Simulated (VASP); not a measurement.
Band structure of ReS2 (relaxed from the fluorite structure, space group Fm-3m). These are PBEsol GGA, VASP's PBE PAW potentials (set 64) (plane waves; VASP 6.6.1) values and carry that method's errors.

Unless said otherwise, spin-orbit coupling is left out, though it shifts the bands of the heavy elements here.

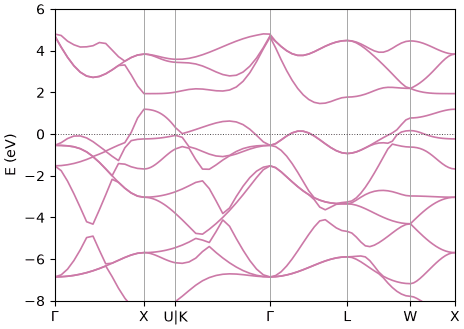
Bands along high-symmetry lines, zero at the valence-band maximum or, without a gap, the Fermi level

Task: Read the plot: is there a gap, and where are the band edges?

Result: It has no gap at this level: it comes out as a metal or semimetal. (Edges off the drawn lines would not show.)

The structure was generated: ReS2 was put into the fluorite type (Fm-3m), which need not be its known phase. It was relaxed first, which changed the volume by -15 %. The electron count is odd and the run is not spin-polarised, which forces a metal.
